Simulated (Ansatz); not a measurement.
# revPBE/def2-SVPD run of CHClFN (SMILES [H]/N=C(/F)Cl)

Aim: the vertical ionisation energy of CHClFN at revPBE/def2-SVPD, from 2 runs. 

Program for the calculation: Ansatz 0.2.0.

84 further runs of the same task are left out: 84 set aside as unsound or not needed. Runs told in other sessions of the task aren't counted.

## (1) The system as given

CHClFN: 5 atoms, total charge 0, spin state singlet. As SMILES, `[H]/N=C(/F)Cl`. Geometry: relaxed at PBE0-D4/def2-TZVP.

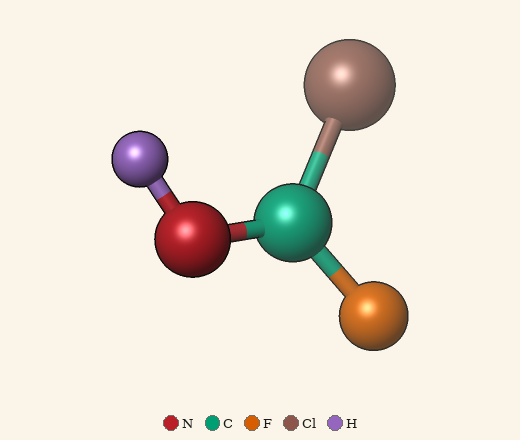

The structure, seen from a chosen angle (nitrogen red, carbon teal, fluorine orange, chlorine brown, hydrogen purple).

## (2) A single-point energy at revPBE/def2-SVPD

run.yaml reads:

```yaml
crystal:
  periodic: [false, false, false]
  atoms:
    - {symbol: N, position_ang: [0.321100, 0.940500, 0.274400]}
    - {symbol: C, position_ang: [0.137900, -0.274600, 0.128500]}
    - {symbol: F, position_ang: [0.810300, -1.157400, 0.832100]}
    - {symbol: Cl, position_ang: [-0.953500, -1.081700, -0.943200]}
    - {symbol: H, position_ang: [-0.266000, 1.499600, -0.333300]}
basis:
  gaussian:
    orbitals: def2-SVPD
output: {orbitals: {seedname: orbitals}}
magnetization:
  spin_polarized: false
  initial_magnetization: 0
total_charge: 0
hamiltonian:
  xc: {name: revPBE}
accuracy: high
```

The run is started by

```sh
ansatz run run.yaml --threads 1 --pin off --max-ram 2610MiB --events-out events.jsonl --progress --plain --runs-dir runs
```

What it wrote:

```text
Warning: RAYON_NUM_THREADS=1 ignored (pool sized by the plan → 1); use --threads N
Functional definition: revPBE
  name "revPBE"
  parameter kappa = 1.245
  parameter beta = 0.06672455060314922
  exchange = pbe_x(kappa = kappa, mu = beta*pi^2/3)
  correlation = pbe_c(beta = beta)
1950 factors; integrals over basis functions are off by at most 3.7e-9 eV
mean field evaluation 1: about -17764.7180 eV, gradient 5.6e1 eV
mean field evaluation 2: about -17713.3510 eV, gradient 1.4e2 eV
mean field evaluation 4: about -17770.7434 eV, gradient 1.4e1 eV
mean field evaluation 8: about -17771.1105 eV, gradient 4.6e-1 eV
mean field evaluation 16: about -17771.1109 eV, gradient 9.9e-6 eV
mean field -17771.11094046 eV, -653.0762813703 hartree, gradient 1.7e-8 eV, S^2 0.000000; 0 other end points of the search recorded, 0 dependent functions left out
reference -17771.11094470 eV, -653.0762815260 hartree; 20, 20 occupied and 78, 78 virtual orbitals, 1950 factors
Total energy: -17771.11094470 eV, -653.0762815260 hartree
```

Run time: 6.3 s. Hardware: 1 thread of Arm Neoverse V1, shared host; peak memory 0.23 GiB.

## (3) The doublet cation

in.yaml reads:

```yaml
crystal:
  periodic: [false, false, false]
  atoms:
    - {symbol: N, position_ang: [0.321100, 0.940500, 0.274400]}
    - {symbol: C, position_ang: [0.137900, -0.274600, 0.128500]}
    - {symbol: F, position_ang: [0.810300, -1.157400, 0.832100]}
    - {symbol: Cl, position_ang: [-0.953500, -1.081700, -0.943200]}
    - {symbol: H, position_ang: [-0.266000, 1.499600, -0.333300]}
basis:
  gaussian: {orbitals: def2-SVPD}
total_charge: 1
magnetization: {spin_polarized: true, initial_magnetization: 1}
hamiltonian: {xc: {name: revPBE}}
accuracy: high
output: {orbitals: {seedname: orbitals}}
```

The run is started by

```sh
ansatz run in.yaml --threads 1 --pin off --max-ram 2610MiB --events-out events.jsonl --progress --plain --runs-dir runs
```

What it wrote (excerpt; [...] marks lines left out):

```text
Warning: RAYON_NUM_THREADS=1 ignored (pool sized by the plan → 1); use --threads N
[... 6 set-up lines as earlier in the session ...]
1950 factors; integrals over basis functions are off by at most 3.7e-9 eV
mean field evaluation 1: about -17740.9464 eV, gradient 6.4e1 eV
mean field evaluation 2: about -17600.4764 eV, gradient 1.7e2 eV
mean field evaluation 4: about -17752.7507 eV, gradient 4.0e1 eV
mean field evaluation 8: about -17759.8932 eV, gradient 2.3e-1 eV
mean field evaluation 16: about -17759.8906 eV, gradient 3.5e-3 eV
mean field evaluation 32: about -17759.8906 eV, gradient 2.9e-8 eV
mean field -17759.89064923 eV, -652.6639432729 hartree, gradient 2.9e-8 eV, S^2 0.755608; 5 other end points of the search recorded, 0 dependent functions left out
reference -17759.89065395 eV, -652.6639434465 hartree; 20, 19 occupied and 78, 79 virtual orbitals, 1950 factors
Total energy: -17759.89065395 eV, -652.6639434465 hartree
```

It took 20 s on 1 thread of Arm Neoverse V1, shared host; peak memory 0.3 GiB.

## (4) Summary of results

Level: revPBE/def2-SVPD.

```
                                          quantity          value
                      singlet CHClFN: total energy  -653.07628 Eh
                       singlet CHClFN: HOMO energy       -7.52 eV
                       singlet CHClFN: LUMO energy       -1.65 eV
                     singlet CHClFN: HOMO–LUMO gap        5.88 eV
                      doublet cation: total energy  -652.66394 Eh
doublet cation: HOMO energy (highest over α and β)      -15.28 eV
 doublet cation: LUMO energy (lowest over α and β)      -14.87 eV
                              doublet cation: ⟨S²⟩          0.756
vertical ionisation energy (to the doublet cation)      11.220 eV
```

In words: Removing an electron at fixed nuclei costs 11.22 eV (259 kcal/mol). −ε(HOMO) before ionisation, 7.52 eV, is 3.70 eV below this ionisation energy.
